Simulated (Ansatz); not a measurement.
## InP (F-43m): a many-body input that goes wrong, and its mend

What is wrong with this input for InP (F-43m)?

Program: Ansatz 0.2.0. Level of theory: G0W0 on PBE, plane waves, PAW; PAW set soft_1. Results are calculated unless marked as measured.

## (1) The starting structure

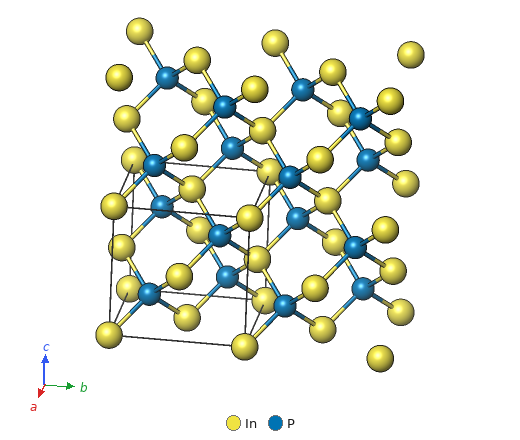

The starting structure, seen slightly off an axis (indium yellow, phosphorus blue). 1×2×2 cells are drawn. This picture shows the conventional cell, with its axes. Bonds to atoms that aren't drawn are left out. Some periodic images of atoms are drawn too.

The cell and positions come from the Crystallography Open Database and are kept as given unless a step says otherwise.

## (2) First try

File input.yaml:

```yaml
crystal:
  lattice:
    - [0.0, 2.93435, 2.93435]
    - [2.93435, 0.0, 2.93435]
    - [2.93435, 2.93435, 0.0]
  atoms:
    - { symbol: In, position: [0.0, 0.0, 0.0] }
    - { symbol: P, position: [0.25, 0.25, 0.25] }
kpoints:
  mp_grid: { grid: [4, 4, 4] }
hamiltonian:
  xc: pbe
  pseudopotentials: { kind: paw, azcp: { folder: soft_1 } }
scf:
  occupations: { method: fixed }
gw:
  n_empty_bands: 4
  ecut_chi: 40
  qp_bands: [v2, c2]
  qp_kpoints: band_edges
  screening: { model: contour_deformation }
```

Command:

```
> ansatz run input.yaml --threads 3 --pin off --max-ram 92160MiB --backend cuda --events-out ev --progress --plain --runs-dir out --devices 1 --max-vram 13GiB
```

Numbers of over 12 decimals in the logs are rounded to 6 here.

Log:

```text
GPUs: using 1 of 1 available (devices: 1).
Engine: ansatz 0.2.0, x86_64-unknown-linux-gnu
Pseudopotentials: kind: paw
Pseudopotential: In, paw, valence charge 13, recommended cutoff 420 eV (normal), soft_1/In.paw.azcp
Pseudopotential: P, paw, valence charge 5, recommended cutoff 420 eV (normal), soft_1/P.paw.azcp
Functional definition: PBE
  parameter kappa = 0.804
  parameter beta = 0.066725
  exchange = pbe_x(kappa = kappa, mu = beta*pi^2/3)
  correlation = pbe_c(beta = beta)
device memory: the entry about to start is reckoned to put 0.8 GiB on a device that reports 34.1 GiB free (of which the cap on the GPU budget leaves the run 13.0 GiB)
GPU FFT provider: cuFFT
GPU libraries: cuBLAS 13.8.2, cuFFT 12.4.0, cuSOLVER 12.3.4
Crystal: 2 atoms, lattice volume = 50.532 Å³
Basis set: ecut = 420 eV, 965 PW (Γ)
Bands: 13, of which v1, the nominal top of the filled ones, is band 9 counted from 1 (8 counted from 0)
Symmetry: 24 space group operations
Space group: F-43m (ITA 216), of the structure as read, at distance tolerance 3.7e-5 Å
k-points: 8 of 64 (time reversal used)
Non-local potential: In, projectors of the file, l = 0: 2, l = 1: 2, l = 2: 2, l = 3: 1
Non-local potential: P, projectors of the file, l = 0: 2, l = 1: 2, l = 2: 1
PAW form: soft (Blöchl's): semilocal exchange-correlation on the pseudo side does not see the compensation charge
PAW one-centre angular grid: In, 590 points (default); XC on 64 Gauss nodes
PAW one-centre angular grid: P, 110 points (default); XC on 64 Gauss nodes
Initial density: superposition of atomic densities (chi_scale 0.1, normalization cell, long waves kept (reshape's long-wave potential 0.00 eV rms))
Initial wavefunctions: pseudopotential atomic-orbital guess
GPU buffer pool allocated for 27000 grid points (all kernels)
GPU transforms: local potential and band sums: pruned to the plane-wave sphere, on 27×27×27
Functional: x = pbe(κ = 0.804, μ = 0.219515), c = pbe(β = 0.066725)
SCF iter   1: F=—  HF=-6354.195331 eV  |F-HF|=—  |Δ(HF+E_count)|=         —  Δρ=3.59e-2  dr2=9.60e-1  ethr=3.10e-3  ⟨swp⟩=5.0  Hψ=565  notcnv=0  defer=11
preconditioner: auto → none  [insulator: Δε(μ)=0.973 eV  Ē_g=14.435 eV  n_scr=14 (ndim 8)  ℏωp=22.2 eV  f_vac=0.000  ε∞_Penn≈3.4]
SCF iter   2: F=—  HF=-6353.952275 eV  |F-HF|=—  |Δ(HF+E_count)|=   2.43e-1  Δρ=1.65e-2  dr2=9.73e-2  ethr=3.10e-3  ⟨swp⟩=3.1  Hψ=232  notcnv=0  defer=10
SCF iter   3: F=—  HF=-6353.943902 eV  |F-HF|=—  |Δ(HF+E_count)|=   8.37e-3  Δρ=6.57e-3  dr2=1.57e-2  ethr=5.41e-4  ⟨swp⟩=2.9  Hψ=181  notcnv=0  defer=12
SCF iter   4: F=—  HF=-6353.944594 eV  |F-HF|=—  |Δ(HF+E_count)|=   6.92e-4  Δρ=1.10e-3  dr2=4.30e-4  ethr=8.70e-5  ⟨swp⟩=3.6  Hψ=201  notcnv=0  defer=12
SCF iter   5: F=—  HF=-6353.944502 eV  |F-HF|=—  |Δ(HF+E_count)|=   9.29e-5  Δρ=2.34e-4  dr2=1.34e-5  ethr=2.39e-6  ⟨swp⟩=2.0  Hψ=196  notcnv=0  defer=12
SCF iter   6: F=—  HF=-6353.944518 eV  |F-HF|=—  |Δ(HF+E_count)|=   1.67e-5  Δρ=2.41e-5  dr2=2.07e-7  ethr=7.42e-8  ⟨swp⟩=2.1  Hψ=143  notcnv=0  defer=10
SCF iter   7: F=-6353.944518 eV  HF=-6353.944518 eV  |F-HF|=1.76e-9  |Δ(HF+E_count)|=   8.17e-8  Δρ=2.67e-6  dr2=3.45e-9  ethr=5.56e-10  ⟨swp⟩=6.1  Hψ=511  notcnv=0
SCF 1 converged in 7 iterations: F = -6353.944518 eV  dr2 = 3.45e-9
[...]
device memory: the entry about to start is reckoned to put 1.3 GiB on a device that reports 34.1 GiB free (of which the cap on the GPU budget leaves the run 13.0 GiB)
NSCF: frozen V_eff on 8 k-points
[...]
device memory: the entry about to start is reckoned to put 0.8 GiB on a device that reports 34.1 GiB free (of which the cap on the GPU budget leaves the run 13.0 GiB)
NSCF: frozen V_eff on 8 k-points
G₀W₀ screening: q 1/8
[... further progress lines ...]
device memory: the entry about to start is reckoned to put 0.3 GiB on a device that reports 34.0 GiB free (of which the cap on the GPU budget leaves the run 13.0 GiB)
NSCF: frozen V_eff on 1 k-points
SCF converged after 7 iterations
Free energy (F): -6353.944518 eV
Harris-Foulkes:  -6353.944518 eV  (|F-HF|=1.76e-9)
Internal energy: -6353.944518 eV  (E = F + TS)
E sigma→0 (E₀):  -6353.944518 eV
Fermi energy:    7.024351 eV
--- Per-component energies (eV) ---
  E_band       = -51.851010
  E_kinetic    = 288.184541
  E_local      = -1333.946846  (includes V_loc(G=0)·N_el)
  E_nonlocal   = 359.649910
  E_hartree    = 535.467426
  E_xc         = -215.485278
  E_vxc        = -150.017733  (∫ρ·V_xc dr)
  E_paw        = -4768.707758  (= ΣΔE_a)
  E_vpaw       = -286.655965  (= ΣTr[D̂ρ^β])
  E_aug_tail   = 0.000148  (compensation charges beyond the density's cutoff)
  E_ewald      = -1219.106662
  E_smearing   = -0.000000  (= −TS)
  E_closure    = 0.000000  (closes the sum)
  Σ components = -6353.944518   (vs F -6353.944518, Δ=0.00e0)
--- Band table (eV; the first three rows and the last of 8) ---
  k-point 0: bands = [... 5 lower, -4.4707, 7.0244, 7.0244, 7.0244, 7.7032, 11.0824, 11.0824, 11.0824]
  k-point 1: bands = [... 5 lower, -3.7977, 3.5794, 6.4669, 6.4669, 8.7915, 11.7822, 11.7822, 12.3239]
  k-point 2: bands = [... 5 lower, -2.7550, 1.2952, 6.0530, 6.0530, 8.4970, 11.8028, 11.8028, 14.1069]
  k-point 7: bands = [... 5 lower, -2.0233, 1.4178, 4.0771, 4.1163, 11.2988, 11.3753, 12.5556, 13.2142]
--- G₀W₀: contour deformation, 6 samples at zero and on the imaginary axis and 2 off it, 64 q-points, 4 empty bands' worth ---
  eigenvalues of the whole cell's RPA ε∞ on this k-mesh (on a slab, of 1 + 4πα/V) = 47.7834, 47.7834, 47.7834; static W/v taken at q = 0 is 0.020928
  bands read: the sum over 13 bands ends inside a degenerate multiplet in 1 slot, whose members it reads at an even weight; the widest, k=6: bands 13 to 14 (counted from 1) at 1/2 each
  gw.qp_kpoints: band_edges: 6 of 8 stored k-points solved, in 1 pass; an edge of the gap read off the rows below is read off those points alone
    valence top: of the k-points left out ik 5 came nearest to being solved in a further pass, in band 9 (counted from 1, as in the quasiparticle table): it holds the edge there only if its correction is more favourable than any solved in that band by at least 1.026 eV; those differ by 0.456 eV
    conduction bottom: of the k-points left out ik 4 came nearest to being solved in a further pass, in band 10 (counted from 1, as in the quasiparticle table): it holds the edge there only if its correction is more favourable than any solved in that band by at least 1.220 eV; those differ by 0.675 eV
  `?` marks the rows in doubt; gw_qp.tsv's column doubts and the gw_qp event give each row's grounds
    ik  band        ε_KS         Σx   Σc(E_QP)       V_xc       Z   E_QP_lin       E_QP  E_QP is
     0     8      7.0244   -16.9005     2.6520   -15.0680  0.7531     7.8252     7.8439  root
     0     9      7.0244   -16.9005     2.6520   -15.0680  0.7531     7.8252     7.8439  root
     0    10      7.7032    -9.9811    -2.4354   -14.0723  0.7722     9.2669     9.3590  root
     0    11     11.0824    -7.0394    -2.6819   -11.5529  0.7701    12.8214    12.9141  root
     1     8      6.4669   -16.4446     2.7397   -14.4281  0.7477     7.1744     7.1901  root
     1     9      6.4669   -16.4446     2.7397   -14.4281  0.7477     7.1744     7.1901  root
     1    10      8.7915    -8.8168    -2.4868   -12.9997  0.7728    10.3960    10.4877  root
     1    11     11.7822    -7.0653    -2.8431   -11.7924  0.7667    13.5879    13.6663  root
     2     8      6.0530   -16.2776     2.8676   -14.0610  0.7420     6.6904     6.7041  root
     2     9      6.0530   -16.2776     2.8676   -14.0610  0.7420     6.6904     6.7041  root
     2    10      8.4970    -8.7752    -2.4892   -12.8728  0.7749    10.0245    10.1054  root
     2    11     11.8028    -6.6802    -2.7967   -11.3294  0.7642    13.5495    13.6552  root ?
     3     8      5.6150   -15.8674     2.9120   -13.5396  0.7363     6.1873     6.1993  root
     3     9      5.6150   -15.8674     2.9120   -13.5396  0.7363     6.1873     6.1993  root
     3    10      9.4874    -6.9167    -2.5783   -10.9609  0.7795    10.9150    10.9533  root ?
     3    11     10.1332    -8.4597    -2.6449   -12.8434  0.7637    11.7843    11.8720  root
     6     8      4.7062   -15.5777     3.2159   -12.8126  0.7187     5.1487     5.1570  root
     6     9      4.7062   -15.5777     3.2159   -12.8126  0.7187     5.1487     5.1570  root
     6    10      8.7683    -6.4347    -2.6277   -10.0832  0.7839     9.8497     9.7891  root ?
     6    11      9.2746    -7.7438    -2.5476   -11.8226  0.7760    10.7472    10.8058  root ?
     7     8      4.0771   -15.3071     3.2702   -12.3513  0.7010     4.3869     4.3914  root
     7     9      4.1163   -14.6256     3.1685   -11.8208  0.7034     4.4731     4.4799  root
     7    10     11.2988    -6.9539    -2.7618   -11.2150  0.7656    12.7604    12.7980  root ?
     7    11     11.3753    -9.0184    -3.0418   -14.1990  0.7390    13.4080    13.5142  root ?
```

It took 11 s on 1 × NVIDIA H100 80GB HBM3 (shared by 6 runs) with 3 threads of AMD EPYC 7R13 (Zen 3), shared host; peak memory 0.96 GiB.

The column dr2 measures how far the density is from self-consistency, as an energy; F and HF (Harris–Foulkes) agree once it is small.

**Diagnosis.**

The run ended normally, though the input holds a fault or crude settings.

The fault: four empty bands in G0W0. The sums over empty states are cut off almost at the gap, so screening and correlation are far from complete.

It printed a gap of 1.52 eV, which is an artefact of the settings.

## (3) A better input

G0W0 replaces the xc potential by the self-energy, built once from these orbitals. Only a window of levels is corrected, while the sums run over the empty bands that the input names. This step takes PAW set soft_1 files.

Edit input.yaml of step 2 so:

```diff
@@ -16,4 +16,4 @@
 gw:
-  n_empty_bands: 4
-  ecut_chi: 40
+  n_empty_bands: 150
+  ecut_chi: 120
   qp_bands: [v2, c2]
```

Log:

```text
GPUs: using 1 of 1 available (devices: 1).
[...]
GPU FFT provider: cuFFT
GPU libraries: cuBLAS 13.8.2, cuFFT 12.4.0, cuSOLVER 12.3.4
Crystal: 2 atoms, lattice volume = 50.532 Å³
Basis set: ecut = 420 eV, 965 PW (Γ)
Bands: 13, of which v1, the nominal top of the filled ones, is band 9 counted from 1 (8 counted from 0)
[... 1 set-up line as in the run before ...]
[...]
k-points: 8 of 64 (time reversal used)
[...]
GPU buffer pool allocated for 27000 grid points (all kernels)
[...]
SCF iter   1: F=—  HF=-6354.195331 eV  |F-HF|=—  |Δ(HF+E_count)|=         —  Δρ=3.59e-2  dr2=9.60e-1  ethr=3.10e-3  ⟨swp⟩=5.0  Hψ=565  notcnv=0  defer=11
[...]
SCF iter   7: F=-6353.944518 eV  HF=-6353.944518 eV  |F-HF|=1.76e-9  |Δ(HF+E_count)|=   8.17e-8  Δρ=2.67e-6  dr2=3.45e-9  ethr=5.56e-10  ⟨swp⟩=6.1  Hψ=511  notcnv=0
SCF 1 converged in 7 iterations: F = -6353.944518 eV  dr2 = 3.45e-9
[...]
0     8      7.0244   -16.9005     1.4222   -15.0680  0.7331     6.6051     6.6141  root
     0     9      7.0244   -16.9005     1.4222   -15.0680  0.7331     6.6051     6.6141  root
     0    10      7.7032    -9.9811    -4.0022   -14.0723  0.7533     7.7926     7.7923  root
     0    11     11.0824    -7.0394    -4.4189   -11.5529  0.7453    11.1774    11.1770  root
     1     8      6.4669   -16.4446     1.5758   -14.4281  0.7310     6.0150     6.0262  root
     1     9      6.4669   -16.4446     1.5758   -14.4281  0.7310     6.0150     6.0262  root
     1    10      8.7915    -8.8168    -4.1024   -12.9997  0.7523     8.8723     8.8721  root
     1    11     11.7822    -7.0653    -4.6248   -11.7924  0.7407    11.8849    11.8845  root
[...]
7     8      4.0771   -15.3071     2.4184   -12.3513  0.6999     3.5199     3.5395  root
     7     9      4.1163   -14.6256     2.2815   -11.8208  0.7029     3.5715     3.5929  root
     7    10     11.2988    -6.9539    -4.3167   -11.2150  0.7400    11.2432    11.2430  root
     7    11     11.3753    -9.0184    -4.9426   -14.1990  0.7165    11.6160    11.6133  root
[key lines of the parts left out:]
SCF converged after 7 iterations
Free energy (F): -6353.944518 eV
Fermi energy:    7.024351 eV
```

Run time: 11 s. Hardware: 1 × NVIDIA H100 80GB HBM3 (shared by 6 runs) with 3 threads; peak memory 1.1 GiB; 9.8 s of CPU time.

This step gave:

| Item | Value |
| --- | --- |
| bands summed | 159 |
| RPA ε∞ on this mesh (eigenvalues) | 47.15, 47.15, 47.15 |
| plane waves in the screening matrix | 169 |
| q-points in the mesh | 64 |
| G0W0 gap on the mesh | 1.178 eV |
| k of the valence top | 0, 0, 0 |
| k of the conduction bottom | 0, 0, 0 |
| starting gap on the mesh | 0.6788 eV |
| Z at the valence top | 0.7331 |
| Z at the conduction bottom | 0.7533 |
| least direct G0W0 gap on the computed points | 1.178 eV |

The gap on the mesh goes from 0.68 eV to 1.18 eV, a correction of +0.50 eV. Between the two edge states, bare exchange in place of the xc potential would open the gap by 5.92 eV, and correlation takes back 5.42 eV.

## (4) Outcome

```
first try  : converged after 11 s
better run : G0W0 gap on the mesh 1.18 eV (4×4×4 mesh, 150 empty bands, screening to 120 eV, PAW set soft_1 files)
```

The second run differs in: empty bands and screening cutoff (eV). Bands and cutoff are finite, so the gap is not at the basis limit. The miss can reach some tenths of an eV and take either sign; the mesh is an error of its own. The 4×4×4 mesh is coarse for this cell (its supercell is 17 Å along the shortest edge). The RPA ε∞ on it, from the PBE start, is 47.15; such meshes misread the long-range screening, most where the gap is narrow. The RPA ε∞ on this mesh reaches over 25; with a narrow direct gap a coarse mesh can overstate it, and the correction is then too small. The many-body steps are scalar-relativistic: spin-orbit coupling is not in them.

[Paths, hosts, dates, memory and timing lines, banners, echoed tables and standing remarks are left out of the program output.]

[Logs are printed without paths, hosts, clocks, repeated set-up lines and the standing remarks that a program may print on its own settings, such as how far it seeks lower states.]

[Runs of the session that timed out or met a known fault of the program may be left out.]

[Cells called generated may have been cut or substituted from an entry of the Crystallography Open Database or the Materials Project.]

[Hosts, paths, dates, database ids (printed as entryN), source tags and the programs' standing remarks are cut or masked in the printed files.]
